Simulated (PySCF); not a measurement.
```xyz
15

C    -2.5556   -0.3689   -0.0522
C    -1.1321    0.0506    0.0636
C    -0.6328    1.2787    0.5521
N     0.6778    1.3057    0.5253
N     1.0778    0.1213    0.0307
Si    2.7978   -0.1413   -0.1857
C     0.0006   -0.6519   -0.2584
H    -3.0103   -0.4467    0.9353
H    -3.1234    0.3632   -0.6251
H    -2.6273   -1.3352   -0.5457
H    -1.1878    2.1213    0.9171
H     3.1909    0.3932   -1.4903
H     2.9603   -1.5955   -0.1469
H     3.4348    0.5482    0.9253
H     0.1249   -1.6345   -0.6671
```

Geometry: GFN2-xTB.

Method: PySCF, PBE0/pcSseg-1, SCF density, gas phase, non-relativistic.

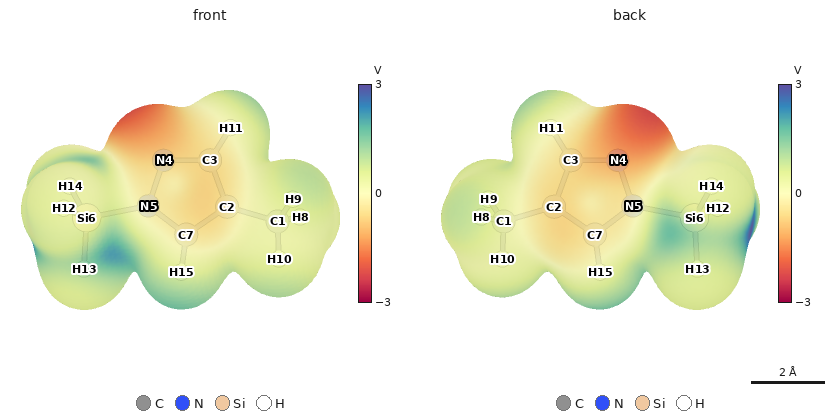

C4H8N2Si (SMILES Cc1cnn([SiH3])c1). The molecular electrostatic potential painted on the density surface at 0.004 e/bohr³, seen from the front and from behind; red is negative and blue positive.

> Which sites attract a positive test charge, and which a negative one?

A positive charge is drawn to the negative regions and a negative charge to the positive ones. The most negative region (about −2.2 V) lies over N4, the most positive (about +2.6 V) over Si6. N4 is the likeliest acceptor of a hydrogen bond.

> How polar is the molecule by this calculation?

Its dipole moment is 1.96 D.
